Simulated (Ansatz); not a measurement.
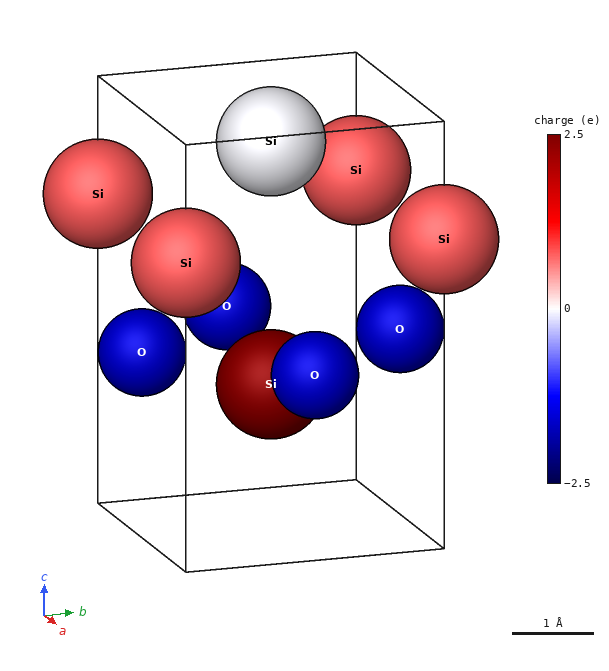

The image is a spheres-only drawing of a crystal, viewed slightly off an axis. The lines enclose the simulation cell; boundary atoms appear with their images. The atoms of this Si₃O₂ cell are coloured by their Bader charge.

Results below were computed with DFT PBE, scalar-relativistic, plane waves, PAW in Ansatz 0.2.0; the settings were a 420 eV plane-wave basis, Brillouin-zone sampling on a 12×12×8 mesh, Gaussian smearing of 0.1 eV, no spin polarisation.

What charges do the elements carry?

Most positive: Si; most negative: O. Charges: about Si 0.0 to +2.4 e; O -1.6 e.

The cell started as a random cell made by a generator, so it need not be a real form of the compound. Earlier steps of the study, as a rule a relaxation of our own, may have changed the cell and positions, so they can lie some per cent off the listed ones. An electronic-structure calculation with Ansatz was run on it.
